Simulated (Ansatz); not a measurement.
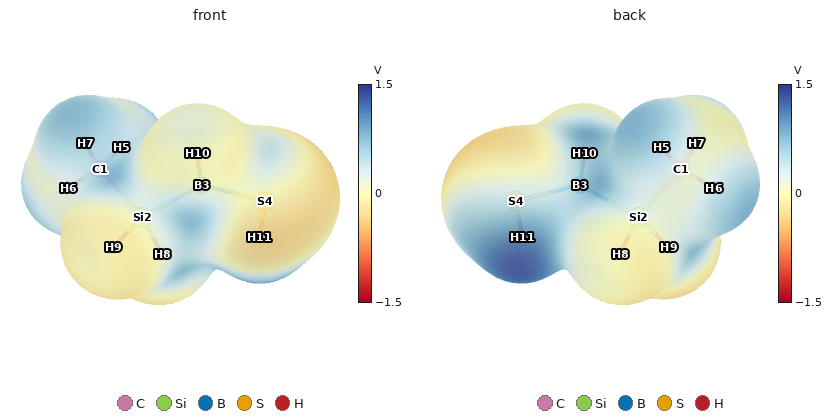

CH7BSSi (SMILES C[SiH2]BS). The electrostatic potential painted on the density surface at 0.002 e/bohr³, seen from the front and from behind; red is negative and blue positive.

Geometry: PBE0-D4/def2-TZVP.

Method: RKS PBE0-D4/def2-TZVPP in Ansatz 0.2.0.

```xyz
11

C    -0.8559    1.5519   -0.0176
Si   -0.3097   -0.1341    0.6053
B     1.3835   -0.7594   -0.2723
S     1.5439   -2.3092   -1.0976
H    -1.0520    1.5259   -1.0917
H    -1.7690    1.8744    0.4873
H    -0.0812    2.2994    0.1674
H    -1.3969   -1.1336    0.3740
H    -0.0858   -0.0668    2.0807
H     2.3902   -0.1132   -0.2865
H     0.2983   -2.7924   -0.9286
```

Question: Where is the surface potential most negative and most positive?

Answer: The most negative region (about −0.3 V) lies over S4, the most positive (about +1.4 V) over H11.
